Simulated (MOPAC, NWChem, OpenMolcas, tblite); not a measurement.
## A ladder of methods for InHCl2 (SMILES [Cl][InH][Cl])

The species is InHCl2 (4 atoms), meant as a singlet with charge 0. As SMILES, `[Cl][InH][Cl]`. The shape is that of a PBE0-D4/def2-TZVP optimisation.

Quantity: the dipole moment, in D. The values are calculated.

```
                         level            kind     program  value (D)   CPU time
                           PM3  semi-empirical       MOPAC       0.65  under 2 s
                           PM6  semi-empirical       MOPAC       3.48  under 2 s
                           PM7  semi-empirical       MOPAC       4.26  under 2 s
                      GFN1-xTB  semi-empirical      tblite       4.13  under 2 s
          HF/ANO-RCC-MB (DKH2)    Hartree–Fock  OpenMolcas       3.32        8 s
                     HF/STO-3G    Hartree–Fock      NWChem       3.53      3.5 s
                      HF/3-21G    Hartree–Fock      NWChem       3.78      4.2 s
  HF/def2-SVP (core potential)    Hartree–Fock      NWChem       2.78      6.9 s
BP86/def2-SVP (core potential)             GGA      NWChem       2.28      8.6 s
PBE/def2-SVPD (core potential)             GGA      NWChem       2.51       13 s
```

All-electron rows without a relativistic Hamiltonian named are non-relativistic, while core potentials hold scalar relativity, so basis and relativity change together. The values span 0.65 to 4.26 D. Magnitudes only. Sets without polarisation functions give poor dipoles. Without the sets that lack polarisation functions the rows with a basis span only 2.28 to 2.78 D. Times are those of the runs behind each value, whatever else they computed, on shared processors of several kinds: orders of magnitude only.

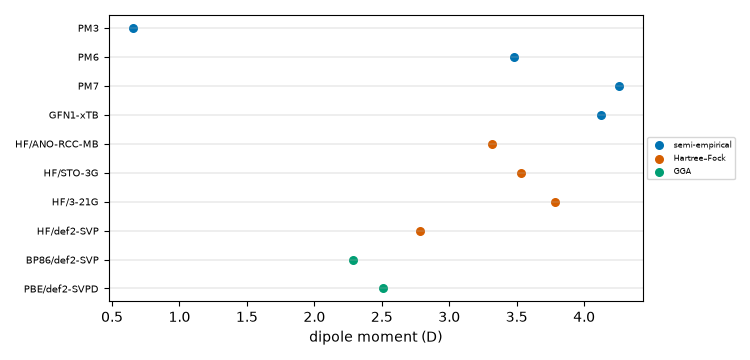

The values of the table, level by level.
